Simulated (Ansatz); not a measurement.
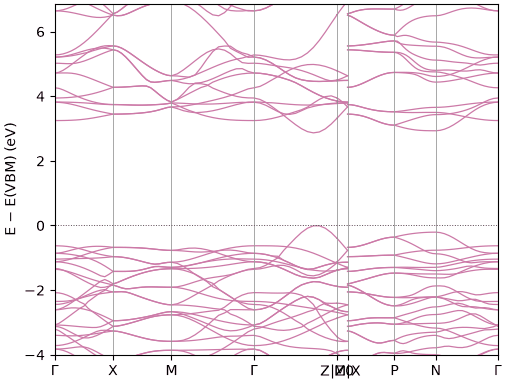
Figure: Band structure from plane-wave PAW r²SCAN (Ansatz code)

Q: Read off the gap and where the band edges lie.

A: About 2.9 eV (2.87 eV by a search for the band edges); maximum on the Γ–Z line, 75 % of the way from Γ, minimum on the Γ–Z line, 72 % of the way from Γ.

The material is VBiO₄ in space group I4_1/amd (No. 141; V on 4b, Bi on 4a, O on 16h).

The workflow started from a Materials Project entry (that database holds measured and hypothetical structures alike); the Crystallography Open Database files this formula in space group No. 141, but the cells were not matched. It is not the phase usual at ambient conditions (space group No. 88). Symmetry was held in the r²SCAN relaxation; whether a distortion lowers the energy is not shown. No spin polarisation was allowed. No Hubbard U is applied. Scalar-relativistic: spin–orbit coupling is off unless named, which matters more the heavier the elements.

Potentials: the later of the program's two PAW sets.
